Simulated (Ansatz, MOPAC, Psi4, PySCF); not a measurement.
Intermolecular potential of H3B ··· HF (SMILES B and F), singlet. Monomers: optimised at B3LYP-D3(BJ) (def2-TZVP), held rigid. Orientation: lowest of the rigid-body minima from ten starts at GFN2-xTB. The monomers approach along the line of their centres of mass (distance R); nothing else relaxes.

Geometry at R = 2.65 Å (first 4 atoms: monomer A):
```
6

B      0.0001    -0.0005    -0.0004
H     -1.1508    -0.0789    -0.2898
H      0.4154    -0.5832     0.9496
H      0.7352     0.6626    -0.6595
F     -0.5320     2.1347     1.5508
H     -0.3462     1.4001     1.0212
```

Levels: PM6, restricted, heats of formation (MOPAC); RKS-B3LYP/3-21G = restricted B3LYP/3-21G, no counterpoise correction run with PySCF; RHF/aug-cc-pVDZ, counterpoise-corrected (Ansatz, a quantum-chemistry and plane-wave program); SCS-MP2/aug-cc-pVTZ = DF-SCS-MP2/aug-cc-pVTZ, frozen core, counterpoise-corrected (Psi4); PM7, restricted, heats of formation (MOPAC).

Interaction energies in kcal/mol (negative: bound); R is the distance of the centres of mass, d the B1···H6 distance.

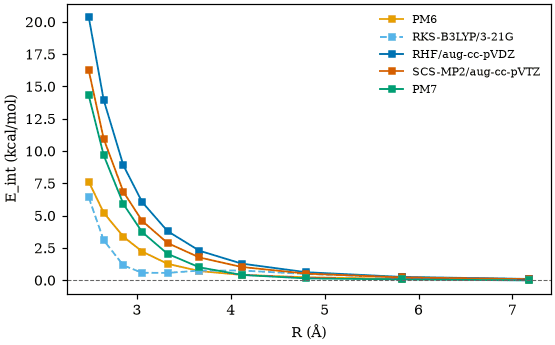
Figure. Interaction energy against separation.

```
R / Å  d / Å   PM6  RKS-B3LYP/3-21G  RHF/aug-cc-pVDZ  SCS-MP2/aug-cc-pVTZ    PM7
-----  -----  ----  ---------------  ---------------  -------------------  -----
2.49    1.61  7.64             6.42            20.39                16.26  14.31
2.65    1.77  5.23             3.10            13.95                10.95   9.67
2.86    1.98  3.37             1.15             8.89                 6.84   5.89
3.06    2.18  2.23             0.58             6.05                 4.59   3.73
3.33    2.45  1.28             0.57             3.81                 2.89   2.05
3.67    2.79  0.72             0.75             2.29                 1.77   1.00
4.12    3.24  0.42             0.76             1.29                 1.03   0.42
4.81    3.93  0.23             0.49             0.62                 0.52   0.15
5.83    4.95  0.11             0.22             0.26                 0.22   0.07
7.18    6.30  0.04             0.09             0.10                 0.09  -0.01
```

Lowest grid point: PM6 0.04 kcal/mol at R = 7.18 Å; RKS-B3LYP/3-21G 0.09 kcal/mol at R = 7.18 Å; RHF/aug-cc-pVDZ 0.10 kcal/mol at R = 7.18 Å; SCS-MP2/aug-cc-pVTZ 0.09 kcal/mol at R = 7.18 Å; PM7 -0.01 kcal/mol at R = 7.18 Å.
